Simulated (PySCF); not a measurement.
C2H8O, SMILES `O.CC`.

Method: PBE0/def2-SVPD; geometry: GFN2-xTB; program: PySCF.

Input script:

```python
import numpy as np
from pyscf import gto, scf, dft
from pyscf.scf import atom_ks, atom_hf
from scipy.linalg import block_diag
from pyscf.dispersion import dftd3

def solve(mol, dm0=None, hcore=None):
    mf = (dft.UKS if mol.spin else dft.RKS)(mol, xc='pbe0')
    mf.grids.level = 3
    mf = mf.density_fit(auxbasis='def2-universal-jkfit')
    mf.conv_tol, mf.max_cycle = 1e-8, 80
    if hcore is not None:
        mf.get_hcore = lambda *args: hcore
    mf.kernel(dm0)
    if not mf.converged:
        mf = mf.newton().run(mf.mo_coeff, mf.mo_occ, max_cycle=30)
    assert mf.converged, 'SCF not converged'
    return mf

mol = gto.M(atom='''
O     -2.67950    -0.18268     0.07684
H     -2.41076    -0.23023    -0.84279
H     -2.47477     0.70251     0.38478
C      2.15981    -0.24199     0.04803
C      0.76371     0.35210    -0.06550
H      2.21630    -1.18981    -0.48240
H      2.90027     0.43236    -0.37683
H      2.41623    -0.41852     1.09001
H      0.70882     1.29908     0.46805
H      0.02691    -0.32635     0.35848
H      0.51188     0.53175    -1.10923
''', basis='def2-svpd', charge=0, spin=0, verbose=4)
mol_a = gto.M(atom='''
O     -2.67950    -0.18268     0.07684
H     -2.41076    -0.23023    -0.84279
H     -2.47477     0.70251     0.38478
ghost-C      2.15981    -0.24199     0.04803
ghost-C      0.76371     0.35210    -0.06550
ghost-H      2.21630    -1.18981    -0.48240
ghost-H      2.90027     0.43236    -0.37683
ghost-H      2.41623    -0.41852     1.09001
ghost-H      0.70882     1.29908     0.46805
ghost-H      0.02691    -0.32635     0.35848
ghost-H      0.51188     0.53175    -1.10923
''', basis='def2-svpd', charge=0, spin=0, verbose=4)
mol_b = gto.M(atom='''
ghost-O     -2.67950    -0.18268     0.07684
ghost-H     -2.41076    -0.23023    -0.84279
ghost-H     -2.47477     0.70251     0.38478
C      2.15981    -0.24199     0.04803
C      0.76371     0.35210    -0.06550
H      2.21630    -1.18981    -0.48240
H      2.90027     0.43236    -0.37683
H      2.41623    -0.41852     1.09001
H      0.70882     1.29908     0.46805
H      0.02691    -0.32635     0.35848
H      0.51188     0.53175    -1.10923
''', basis='def2-svpd', charge=0, spin=0, verbose=4)
ab, a, b = solve(mol), solve(mol_a), solve(mol_b)
e_int = ab.e_tot - a.e_tot - b.e_tot
print('counterpoise-corrected interaction energy / kcal/mol', e_int * 627.5095)
def disp(atoms, charge):
    m = gto.M(atom=atoms, charge=charge, basis='sto-3g', spin=None, unit='Bohr', verbose=0)
    return dftd3.DFTD3Dispersion(m, xc='pbe0', version='d3bj').get_dispersion()['energy']
e_disp = disp(mol._atom, mol.charge) - disp(mol._atom[:3], mol_a.charge) - disp(mol._atom[3:], mol_b.charge)
print('D3(BJ) part / kcal/mol', e_disp * 627.5095)
# spherically averaged free atoms, for the promolecule
atm = atom_ks.get_atm_nrks(mol, xc='pbe0')
pro = block_diag(*[(atm[a[0]][2] * atm[a[0]][3]) @ atm[a[0]][2].T for a in mol._atom])
np.savez('result.npz', e_int=e_int, e_disp=e_disp, dm_a=a.make_rdm1(), dm_b=b.make_rdm1(), c=ab.mo_coeff, occ=ab.mo_occ, eps=ab.mo_energy, pro=pro, d=[f.dip_moment(verbose=0) for f in (ab, a, b)])
```

Command:

```sh
OMP_NUM_THREADS=1 python input.py
```

The run took 26 s on 1 thread of Arm Neoverse V1, with other jobs on the host, peak memory 0.54 GiB.

Partitions, critical points and surface values were worked out afterwards from this run's density.

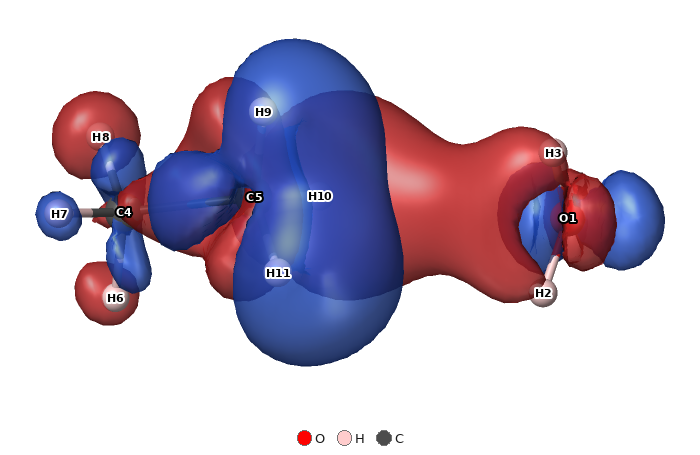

Density of the complex less the densities of the two fragments at the same geometry, ±0.0006 e/Å³ (blue: gain, red: loss). Fragment A: H2O (atoms 1–3); fragment B: H6C2.

> How is the density rearranged on binding?

Hirshfeld charges show almost no net transfer (under 0.005 e). By Hirshfeld charges, electrons gather most on H11 (−0.005 e) and leave H10 most (+0.008 e); 0.02 e is displaced in all, which induces a dipole of 0.13 D.

> What is the interaction energy, and which contacts carry it?

The counterpoise-corrected interaction energy of the frozen fragments is −0.1 kcal/mol without dispersion correction and −0.6 kcal/mol with D3(BJ). The pair geometry is semi-empirical, not a minimum at this level. Contacts: O1···H10, weak C–H hydrogen bond, 2.73 Å, ρ = 0.007 a.u. The pose is a local one from a semi-empirical search, not shown to be the most stable.
